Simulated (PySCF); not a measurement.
**One shape, several levels: singlet [SiF3]+**

Aim: a comparison of 4 runs (B2PLYP/STO-3G, M06-2X/STO-3G, wB97X-V/STO-3G, NEVPT2(2,2)/STO-3G) of singlet [SiF3]+. 

Program for the calculation: PySCF 2.14.0.

6 further runs of the same task are left out: 6 set aside as unsound or not needed.

### Step 1. Starting point

The species is [SiF3]+ (4 atoms), meant as a singlet with charge +1. SMILES of the parent species: `F[Si](F)F`. The shape is that of a GFN2-xTB optimisation. That shape belongs to the parent species and isn't relaxed for this state.

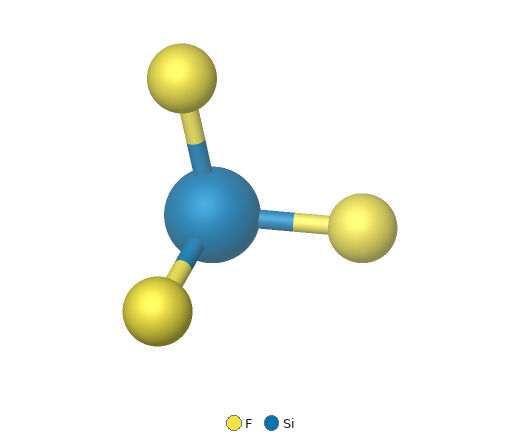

Viewed from a chosen angle; fluorine yellow, silicon blue.

### Step 2. The energy at B2PLYP/STO-3G (run 1)

calc.py reads:

```python
from pyscf import gto, dft, mp

mol = gto.M(
    atom=[
    ('F', (0.787890, -0.508980, 1.119030)),
    ('Si', (-0.325240, 0.244050, 0.268860)),
    ('F', (-0.962750, -0.889100, -0.646850)),
    ('F', (0.500100, 1.154030, -0.741040)),
],
    basis='sto-3g',
    max_memory=1860,
    verbose=3,
    charge=1,
    spin=0,
)

calc0 = dft.RKS(mol, xc='0.53*HF + 0.47*B88, 0.73*LYP')
calc0.conv_tol = 1e-10
calc0.grids.level = 5
calc0.kernel()
if not calc0.converged:
    calc0 = calc0.newton().run(calc0.mo_coeff, calc0.mo_occ)

pt = mp.MP2(calc0, frozen=8).run()
energy = calc0.e_tot + 0.27 * pt.e_corr
print('PT2 part  %.8f' % (0.27 * pt.e_corr))
print('E = %.10f Eh' % energy)
```

Launch:

```sh
OMP_NUM_THREADS=1 python calc.py
```

The log of the run:

```text
converged SCF energy = -580.573158562617
E(RMP2) = -580.777662633411  E_corr = -0.204504070794511
E(SCS-RMP2) = -580.77879276774  E_corr = -0.205634205123805
PT2 part  -0.05521610
E = -580.6283746617 Eh
```

Run time: 3.6 s. Hardware: 1 thread of Intel Xeon Platinum 8488C (Sapphire Rapids), shared host; peak memory 0.22 GiB.

### Step 3. A single-point energy at M06-2X/STO-3G (run 2)

input.py reads:

```python
from pyscf import gto, dft

system = gto.M(
    atom=[
    ('F', (0.787890, -0.508980, 1.119030)),
    ('Si', (-0.325240, 0.244050, 0.268860)),
    ('F', (-0.962750, -0.889100, -0.646850)),
    ('F', (0.500100, 1.154030, -0.741040)),
],
    charge=1,
    verbose=4,
    max_memory=1860,
    basis='sto-3g',
)

mf = dft.RKS(system)
mf.xc = 'm06-2x'
mf.grids.level = 5
mf.conv_tol = 1e-10
mf.kernel()
if not mf.converged:
    mf = mf.newton().run(mf.mo_coeff, mf.mo_occ)

etot = mf.e_tot
print('E(%s) = %.9f' % ('M06-2X', etot))
```

Launch:

```sh
OMP_NUM_THREADS=1 python input.py
```

The log of the run:

```text
PySCF version 2.14.0

[... 71 lines left out ...]
converged SCF energy = -581.083836001479
E(M06-2X) = -581.083836001
```

Wall time 5.4 s (1 thread of Intel Xeon Platinum 8488C (Sapphire Rapids), shared host); peak memory 0.22 GiB.

### Step 4. A single-point energy at wB97X-V/STO-3G (run 3)

input.py reads:

```python
from pyscf import gto, dft

mol = gto.M(
    atom='F 0.787890 -0.508980 1.119030; Si -0.325240 0.244050 0.268860; F -0.962750 -0.889100 -0.646850; F 0.500100 1.154030 -0.741040',
    charge=1,
    max_memory=1860,
    verbose=4,
    basis='sto-3g',
)

mf = dft.RKS(mol)
mf.xc = 'wb97x-v'
mf.grids.level = 5
mf.nlcgrids.level = 1
mf.conv_tol = 1e-10
mf.kernel()
if not mf.converged:
    mf = mf.newton().run(mf.mo_coeff, mf.mo_occ)

etot = mf.e_tot
print('Final energy', etot)
```

Launch:

```sh
OMP_NUM_THREADS=1 python input.py
```

The log of the run:

```text
PySCF version 2.14.0

[... 83 lines left out ...]
converged SCF energy = -580.961818188324
Final energy -580.9618181883242
```

Wall time 27 s (1 thread of Intel Xeon Platinum 8488C (Sapphire Rapids), shared host); peak memory 0.22 GiB.

### Step 5. The energy at NEVPT2(2,2)/STO-3G (run 4)

input.py reads:

```python
import numpy
from pyscf import gto, scf, mp, mcscf, mrpt

molecule = gto.M(
    atom='F 0.787890 -0.508980 1.119030; Si -0.325240 0.244050 0.268860; F -0.962750 -0.889100 -0.646850; F 0.500100 1.154030 -0.741040',
    charge=1,
    spin=0,
    verbose=3,
    basis='sto-3g',
    max_memory=1860,
)

myscf = scf.RHF(molecule)
myscf.conv_tol = 1e-10
myscf.kernel()
if not myscf.converged:
    myscf = myscf.newton().run(myscf.mo_coeff, myscf.mo_occ)

pt = mp.MP2(scf.addons.convert_to_uhf(myscf)).run()
noons, natorbs = mcscf.addons.make_natural_orbitals(pt)
print('natural occupations', numpy.round(noons[:40], 4))
cas = mcscf.CASSCF(myscf, 2, 2)
cas.fix_spin_(ss=0.0)
cas.natorb = True
cas.kernel(natorbs)
e_pt2 = mrpt.NEVPT(cas).kernel()
etot = cas.e_tot + e_pt2
print('Final energy', etot)
```

Launch:

```sh
OMP_NUM_THREADS=1 python input.py
```

The log of the run:

```text
converged SCF energy = -579.471557967204
E(UMP2) = -579.598024713595  E_corr = -0.126466746391355
E(SCS-UMP2) = -579.600311368935  E_corr = -0.128753401731081
natural occupations [2.     2.     2.     2.     1.9999 1.9998 1.9998 1.9998 1.9993 1.9993
 1.9991 1.9952 1.9952 1.9952 1.9934 1.9884 1.9884 1.973  1.9637 1.9637
 0.0713 0.0258 0.0249 0.0248]
CASSCF energy = -579.501014227431
CASCI E = -579.501014227431  E(CI) = -2.35427447622806  S^2 = 0.0000000
Sr    (-1)',   E = 0.00000000007961
Si    (+1)',   E = -0.00000000001761
Sijrs (0)  ,   E = -0.05412613991275
Sijr  (+1) ,   E = -0.01979517934414
Srsi  (-1) ,   E = -0.00284463045210
Srs   (-2) ,   E = -0.00012010568611
Sij   (+2) ,   E = -0.00232644067079
Sir   (0)' ,   E = -0.01516892029358
Nevpt2 Energy = -0.094381416297470
Final energy -579.5953956437288
```

Wall time 1.7 s (1 thread of Intel Xeon Platinum 8488C (Sapphire Rapids), shared host); peak memory 0.12 GiB.

### Step 6. Overview of the runs

```tsv
run	level	frozen core orbitals	nlc grid	energy (Eh)	HOMO energy (eV)	LUMO energy (eV)	HOMO–LUMO gap (eV)	wall time
1	B2PLYP/STO-3G	8	–	-580.628375	-17.37	-8.77	8.60	3.6 s
2	M06-2X/STO-3G	–	–	-581.083836	-17.40	-9.04	8.36	5.4 s
3	wB97X-V/STO-3G	–	1	-580.961818	-17.59	-7.55	10.05	27 s
4	NEVPT2(2,2)/STO-3G	–	–	-579.595396	-20.48	-6.63	13.85	1.7 s
```

### Step 7. Results

| quantity | value |
| --- | --- |
| run 4: total energy | -579.59540 Eh |
| run 4: HOMO energy (Hartree–Fock orbitals) | -20.48 eV |
| run 4: LUMO energy (Hartree–Fock orbitals) | -6.63 eV |
| run 4: HOMO–LUMO gap (Hartree–Fock orbitals) | 13.85 eV |

What this shows: Over runs 1, 2, 3 the HOMO–LUMO gap runs from 8.36 eV (M06-2X/STO-3G) to 10.05 eV (wB97X-V/STO-3G). Totals of different functionals can't be ranked against each other. In runs 1, 2, 3, 4 the basis is minimal, so the values are rough. All runs together took 38 s, the longest 27 s.
